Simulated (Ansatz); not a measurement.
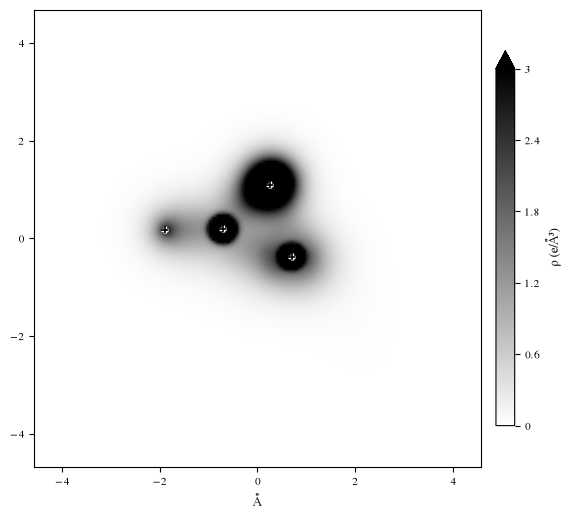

The electron density on a plane through atoms (crosses mark nuclei in the plane).

These are results of Ansatz, RKS PBE0-D4/def2-TZVPP, not measurements.

Candidates:
A. CH₄BGaO (SMILES [GaH2][CH]1BO1)
B. CH₃Br₂In (SMILES [CH3][In]([Br])[Br])
C. CH₅ClGeO₂ (SMILES C[O][GeH]([OH])[Cl])

### Which system is this?

Candidate A: CH₄BGaO on the plane of atoms O4, B3 and H8, which holds C, B, O and H. B–O (1.32 Å): ρ at the midpoint is about 2.3 e/Å³. C–B (1.52 Å): ρ at the midpoint is about 1.4 e/Å³.
